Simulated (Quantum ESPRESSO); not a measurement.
**Convergence study of the k-point mesh at a smearing width of 0.02 eV for Sb (R-3m, 2 atoms in the cell)**

```
CELL_PARAMETERS angstrom
      2.16578    -1.25041     3.77545
      0.00000     2.50082     3.77545
     -2.16578    -1.25041     3.77545
ATOMIC_POSITIONS crystal
  Sb 0.23791 0.23791 0.23791
  Sb 0.76650 0.76650 0.76650
```

Method of the run: PBEsol, PSlibrary PAW (PBE) pseudopotentials (plane waves; Quantum ESPRESSO).

Base settings: ecutwfc = 30 Ry; ecutrho = 180 Ry; occupations = smearing; smearing = fd; degauss = 0.0073499 Ry; input_dft = pbesol; potentials = {Sb: Sb.pbe-n-kjpaw_psl.1.0.0.UPF}; K_POINTS = automatic 9 9 9 0 0 0; conv_thr = 1e-11 Ry.

In this ladder: degauss = 0.00147 Ry.

Only quantities that move along the ladder and can be compared are tabulated.

The count of work is k-points × plane waves × bands × iterations; it is no time. 

The starting cell has typed, rounded lattice constants, without a prior relaxation at this level. Its lattice was rescaled by up to half a per cent. One atom was moved a little off its site on purpose.

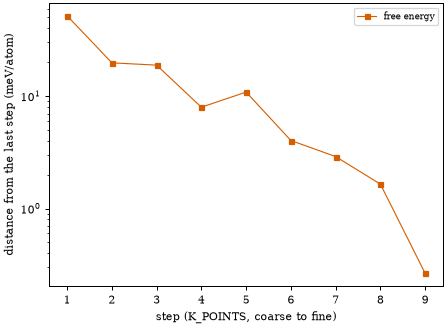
Figure. Distance from the last step along the ladder; very small values are drawn at a floor.

| K_POINTS | free energy less the last step's (meV/atom) | pressure (GPa) | largest difference of a force vector from the last step's (eV/Å) | count of work / last |
|---|---|---|---|---|
| automatic 3 3 3 0 0 0 | -51.77 | -0.76 | 0.286 | 0.0058 |
| automatic 4 4 4 0 0 0 | -19.76 | -1.61 | 0.235 | 0.013 |
| automatic 5 5 5 0 0 0 | -18.85 | -1.63 | 0.174 | 0.018 |
| automatic 6 6 6 0 0 0 | -7.97 | -1.51 | 0.140 | 0.031 |
| automatic 7 7 7 0 0 0 | -10.86 | -1.53 | 0.056 | 0.043 |
| automatic 8 8 8 0 0 0 | -4.03 | -1.60 | 0.040 | 0.063 |
| automatic 10 10 10 0 0 0 | -2.90 | -1.55 | 0.028 | 0.11 |
| automatic 12 12 12 0 0 0 | -1.65 | -1.55 | 0.019 | 0.18 |
| automatic 18 18 18 0 0 0 | -0.27 | -1.55 | 0.001 | 0.56 |
| automatic 22 22 22 0 0 0 | 0.00 | -1.55 | 0.000 | 1.0 |

Coarsest K_POINTS that holds the free energy within 1 meV/atom of the last step, with all finer ones: automatic 18 18 18 0 0 0; the step before is off by 1.6 meV/atom.

Coarsest K_POINTS that holds the pressure within 0.2 GPa of the last step, with all finer ones: automatic 4 4 4 0 0 0, at 0.013 of the last step's count of work; the step before is off by 0.79 GPa.

Coarsest K_POINTS that holds the forces within 0.005 eV/Å of the last step, with all finer ones: automatic 18 18 18 0 0 0; the step before is off by 0.019 eV/Å.

Two neighbours can agree and both be off: automatic 4 4 4 0 0 0 and automatic 5 5 5 0 0 0 differ by 0.92 meV/atom in the free energy, yet lie about 19 meV/atom from the last step.
